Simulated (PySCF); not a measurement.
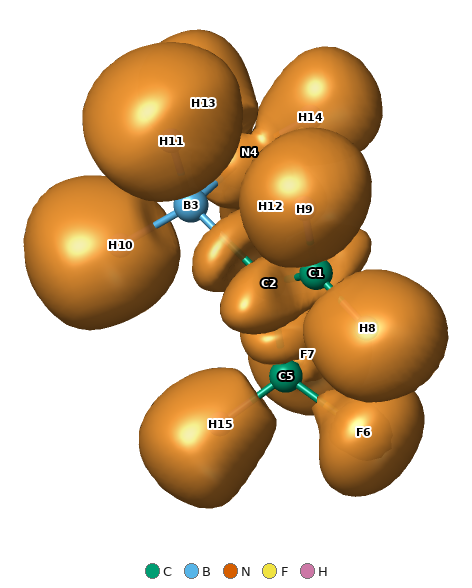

Figure 1: C$_{3}$H$_{8}$BF$_{2}$N (SMILES C=C([BH2-][NH3+])C(F)F). Isosurface of the ELF at 0.75 (orange), seen at an oblique angle. Only the valence region is drawn (cores and ρ < 0.01 e/Å³ removed).

Geometry: GFN2-xTB.

Level of theory: wB97X-D/def2-SVPD, SCF density, gas phase in PySCF.

```xyz
15

C     1.0113    1.0283    1.2975
C     0.5690    0.1132    0.4466
B    -0.8586   -0.6375    0.5338
N    -1.7592   -0.0101   -0.6902
C     1.4667   -0.3190   -0.6781
F     2.5546    0.4719   -0.8738
F     0.7998   -0.2875   -1.8866
H     1.9846    1.4905    1.2192
H     0.4026    1.3401    2.1286
H    -0.7640   -1.8036    0.3129
H    -1.4352   -0.3854    1.5397
H    -1.2704   -0.1742   -1.5661
H    -2.6704   -0.4540   -0.7114
H    -1.8603    0.9884   -0.5424
H     1.8252   -1.3528   -0.5518
```

### Identify the bonds, lone pairs and shells in this picture.

The surface consists of one region between bonded B–C atoms (shared pairs), two regions between bonded C–C atoms (shared pairs), five regions around hydrogen nuclei, two regions on F in which the atom's valence shell and bonds are merged and one joined region spread over several atoms (H, N), in which their bonds and any lone pairs are merged. Along the contacts the grid gives the following. C–C (1.33 Å): the ELF peaks at about 0.90 between the atoms; a multiple bond. C–F (1.36 Å): the ELF peaks at about 0.85 between the atoms: a shared but strongly polarised pair.
